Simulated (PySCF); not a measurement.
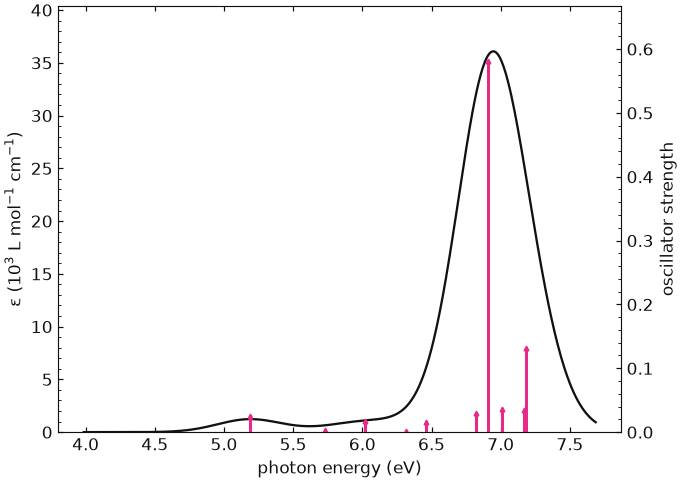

Computed absorption of C₆H₉P, SMILES CC#CP/C=C\C. Vertical TDDFT excitations, CAM-B3LYP/def2-SVPD in PySCF, at a PBE0-D3(BJ)/def2-SVP geometry (no frequency check), gas phase. The lowest 10 singlet states are shown; each is broadened by a Gaussian of 1/e half-width 0.33 eV. Sticks give oscillator strengths (right axis).

Which of the computed transitions is the brightest, and what character does the calculation give it?

Answer. S7 at 6.91 eV (179 nm), f = 0.581, mixed, the largest part being HOMO−1 → LUMO (44 %).

Does any vertical transition fall in the visible?

Answer. No singlet lies below 3.1 eV (beyond 400 nm), so at this level no vertical transition falls in the visible.

List the transitions behind the spectrum.

Answer.
```csv
state,E (eV),λ (nm),f,main character
S1,5.19,239,0.025,HOMO → LUMO (74 %)
S2,5.73,216,0.003,HOMO → LUMO+2 (42 %)
S3,6.02,206,0.017,HOMO → LUMO+4 (34 %)
S4,6.31,196,0.002,HOMO → LUMO+1 (72 %)
S5,6.46,192,0.015,HOMO−1 → LUMO+4 (51 %)
S6,6.82,182,0.030,HOMO → LUMO+2 (26 %)
S7,6.91,179,0.581,HOMO−1 → LUMO (44 %)
S8,7.01,177,0.036,HOMO−2 → LUMO (48 %)
S9,7.17,173,0.034,HOMO−1 → LUMO+1 (20 %)
S10,7.19,173,0.132,HOMO → LUMO+7 (30 %)
```

Note: one conformer of a flexible molecule; core orbitals are frozen in the response.
